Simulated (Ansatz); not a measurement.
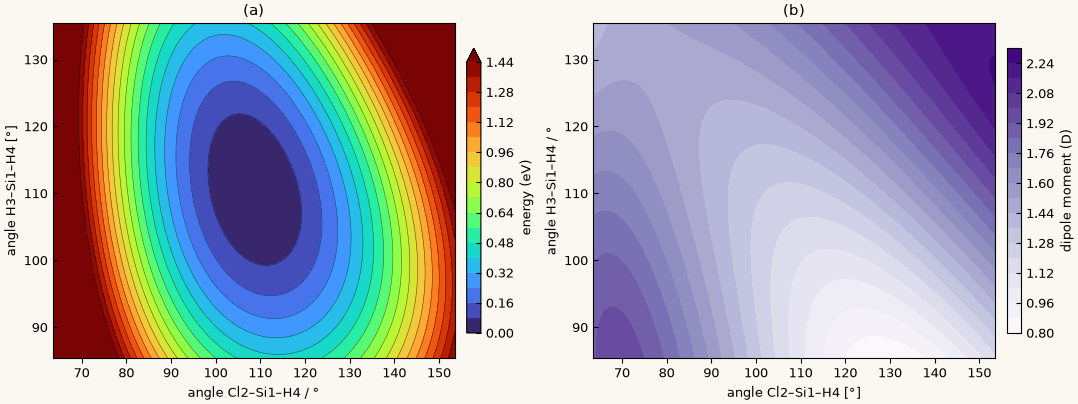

ClH3Si, SMILES [SiH3]Cl. The first coordinate is: angle Cl2–Si1–H4; the second: angle H3–Si1–H4. Nothing is relaxed (all other coordinates rigid). The grid has 15 × 15 points. Points are written as (first, second). Energies: eV, counted from the lowest grid point. Level of theory: RKS PBE0-D4/def2-TZVP in Ansatz.

Panel (a) is the energy; panel (b) is the computed dipole moment, in D.

In the figure: filled contours, one colour for all values above the top of the scale. Between grid points the surface is interpolated.

How does the dipole moment vary over the map, and what is it at the lowest grid point?

Answer. Leaving out the highest fifth of the energies, it runs from 0.81 D at (127.8°, 85.4°) to 2.12 D at (134.2°, 135.4°). At the lowest grid point, (108.5°, 110.4°), it is 1.26 D.
